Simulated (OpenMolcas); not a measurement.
**doublet OH: levels of theory compared**

Aim: a comparison of 6 runs (UHF/6-31G, UM06-2X/6-31G, UPBE0/6-31G, USVWN5/6-31G, ROMP2/6-31G, ROCCSD(T)/6-31G) of doublet OH. 

The calculation is run with OpenMolcas 26.06.

1 further run of the same task is left out (set aside as unsound or not needed).

### 1 The system as given

The species is OH (2 atoms), meant as a doublet with charge 0. As SMILES of the parent species, `[OH-]`. Geometry: relaxed at PBE0-D4/def2-TZVPD. That shape belongs to the parent species and isn't relaxed for this state.

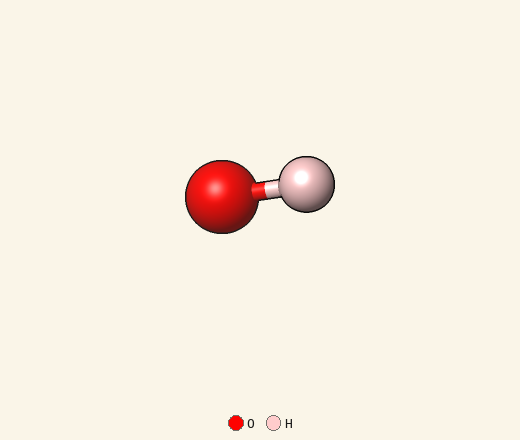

The structure, seen from a chosen angle (oxygen red, hydrogen pink).

### 2 A single-point energy at UHF/6-31G (run 1)

mol.input reads:

```
* HO Hartree-Fock
>>> EXPORT MOLCAS_PRINT=2

&GATEWAY
 BASLIB=$CurrDir
 COORD
 2
 bohr
 O      0.77818922    -0.24906590     0.40156680
 H     -0.77818922     0.24906590    -0.40156680
 BASIS=6-31G
 GROUP=NoSym

&SEWARD

&SCF
 UHF
 SPIN=2
 THRESHOLDS=1e-10 1e-07 1e-07 1e-05
 PRORBITALS=1 1
```

The basis set 6-31G is read from a file made from the Basis Set Exchange's data (not shown).

Launch:

```
export MOLCAS_MEM=1860
pymolcas mol.input > mol.log
```

What it wrote:

```text
--- Start Module: gateway ---
[...]
--- Stop Module: gateway /rc=_RC_ALL_IS_WELL_ ---
--- Start Module: seward ---
[...]
      Basis functions           11
--- Stop Module: seward /rc=_RC_ALL_IS_WELL_ ---
--- Start Module: scf ---
[...]
       Convergence after  12 Iterations
[...]
::    Total SCF energy                                -75.3631671507
[...]
      Total spin, S                                     0.5018214615
[...]
      Total electronic charge=    9.000000
      Total            charge=   -0.000000
[...]
      Dipole Moment (debye):
      Origin of the operator (angstrom)=    0.3630   -0.1162    0.1873
                   X= -1.8334E+00               Y=  5.8680E-01               Z= -9.4609E-01           Total=  2.1449E+00
      Quadrupole Moment (debye*angstrom):
[...]
--- Stop Module: scf /rc=_RC_ALL_IS_WELL_ ---
[...]
```

Wall time 1.7 s (1 thread of Arm Neoverse V1, shared host); peak memory 0.37 GiB.

### 3 A single-point energy at UM06-2X/6-31G (run 2)

mol.inp reads:

```
&gateway
 baslib = $CurrDir
 coord
 2
 bohr
 O      0.77818922    -0.24906590     0.40156680
 H     -0.77818922     0.24906590    -0.40156680
 basis = 6-31G
 group = NoSym

&seward
 gridinput
 Grid=UltraFine
 End of Grid

&scf
 uhf
 spin = 2
 ksdft = M062X
 thresholds = 1e-10 1e-07 1e-07 1e-05
 prorbitals = 1 1
```

The basis set 6-31G is read from a file made from the Basis Set Exchange's data (not shown).

Launch:

```
export MOLCAS_MEM=1860
pymolcas mol.inp > mol.log
```

What it wrote:

```text
--- Start Module: gateway ---
[...]
--- Stop Module: gateway /rc=_RC_ALL_IS_WELL_ ---
--- Start Module: seward ---
[...]
      Basis functions           11
--- Stop Module: seward /rc=_RC_ALL_IS_WELL_ ---
--- Start Module: scf ---
[...]
       Convergence after  34 Iterations
[...]
::    Total KS-DFT energy                             -75.6729738636
[...]
      Total spin, S                                     0.5008208150
[...]
      Total electronic charge=    9.000000
      Total            charge=   -0.000000
[...]
      Dipole Moment (debye):
      Origin of the operator (angstrom)=    0.3630   -0.1162    0.1873
                   X= -1.7589E+00               Y=  5.6295E-01               Z= -9.0763E-01           Total=  2.0578E+00
      Quadrupole Moment (debye*angstrom):
[...]
--- Stop Module: scf /rc=_RC_ALL_IS_WELL_ ---
[...]
```

Wall time 8.4 s (1 thread of Arm Neoverse V1, shared host); peak memory 0.37 GiB.

Runs 3 to 5 aren't shown in full; the table further down has their settings and results.

### 4 A single-point energy at ROCCSD(T)/6-31G (run 6)

mol.inp reads:

```
&GATEWAY
  BASLIB = $CurrDir
  COORD
  2
  bohr
  O      0.77818922    -0.24906590     0.40156680
  H     -0.77818922     0.24906590    -0.40156680
  BASIS = 6-31G
  GROUP = NoSym

&SEWARD

&SCF
  UHF
  SPIN = 2
  THRESHOLDS = 1e-10 1e-07 1e-07 1e-05
  PRORBITALS = 1 1

&RASSCF
  FILEORB = $Project.UnaOrb
  SPIN = 2
  NACTEL = 1 0 0
  INACTIVE = 4
  RAS2 = 1
  OUTORBITALS = Canonical
  ORBLISTING = Nothing

&MOTRA
  JOBIPH
  FROZEN = 1

&CCSDT
  CCT
  TRIPLES = 3
  ITERATIONS = 80
  ACCURACY = 1e-08
  EXTRAPOLATION = 5 4
```

The basis set 6-31G is read from a file made from the Basis Set Exchange's data (not shown).

Launch:

```
export MOLCAS_MEM=1860
pymolcas mol.inp > mol.log
```

What it wrote:

```text
--- Start Module: gateway ---
[...]
--- Stop Module: gateway /rc=_RC_ALL_IS_WELL_ ---
[...]
      Basis functions           11
[...]
       Convergence after  12 Iterations
[...]
::    Total SCF energy                                -75.3631671507
[...]
      Total spin, S                                     0.5018214615
[...]
      Number of active orbitals                  1
[...]
      Spin quantum number                      0.5
[...]
      Active orbitals                            1
[...]
      Number of CSFs                             1
[...]
      Number of root(s) required                 1
[...]
      Convergence after  6 iterations
[...]
      printout of CI-coefficients larger than  0.05 for root  1
      energy=     -75.361854
      conf/sym  1     Coeff  Weight
             1  u   1.00000 1.00000
      Natural orbitals and occupation numbers for root  1
      sym 1:   1.000000
      ************************************************************************************************************************
      *                                                    Final results                                                     *
[...]
::    RASSCF root number  1 Total energy:    -75.36185393
[...]
      Total electronic charge=    9.000000
      Total            charge=   -0.000000
[...]
      Dipole Moment (debye):
      Origin of the operator (angstrom)=    0.3630   -0.1162    0.1873
                   X= -1.8344E+00               Y=  5.8712E-01               Z= -9.4661E-01           Total=  2.1461E+00
      Quadrupole Moment (debye*angstrom):
[...]
--- Start Module: motra ---
[...]
--- Start Module: ccsdt ---
[...]
      Convergence after                    11  Iterations
      Total energy (diff) :     -75.46080154      -0.00000001
[...]
 METHOD                       : CCSD+T(CCSD)+<T3(1)WT1>+<T3(1)UT2> = CCSD(T)
[...]
       CCSD     =       -75.4608015354812
[...]
```

Run time: 2.4 s. Hardware: 1 thread of Arm Neoverse V1, shared host; peak memory 0.37 GiB.

### 5 The series

| run | level | integration grid | frozen core orbitals | energy (Eh) | dipole moment (D) | HOMO energy (eV) | LUMO energy (eV) | wall time |
| --- | --- | --- | --- | --- | --- | --- | --- | --- |
| 1 | UHF/6-31G | – | – | -75.363167 | 2.14 | -13.70 | 3.42 | 1.7 s |
| 2 | UM06-2X/6-31G | UltraFine | – | -75.672974 | 2.06 | -10.44 | -2.02 | 8.4 s |
| 3 | UPBE0/6-31G | UltraFine | – | -75.626690 | 2.02 | -8.55 | -3.65 | 3 s |
| 4 | USVWN5/6-31G | UltraFine | – | -75.134704 | 2.03 | -6.45 | -6.42 | 2.8 s |
| 5 | ROMP2/6-31G | – | 1 | -75.453335 | – | – | – | 2.4 s |
| 6 | ROCCSD(T)/6-31G | – | 1 | -75.461343 | – | – | – | 2.4 s |

### 6 What came out

```
             quantity         value
  run 6: total energy  -75.46134 Eh
run 6: (T) correction     -0.54 mEh
```

What this shows: Over runs 1, 2, 3, 4 the dipole moment (its size) runs from 2.02 D (UPBE0/6-31G) to 2.14 D (UHF/6-31G). Totals of different functionals can't be ranked against each other. All runs together took 21 s, the longest 8.4 s.
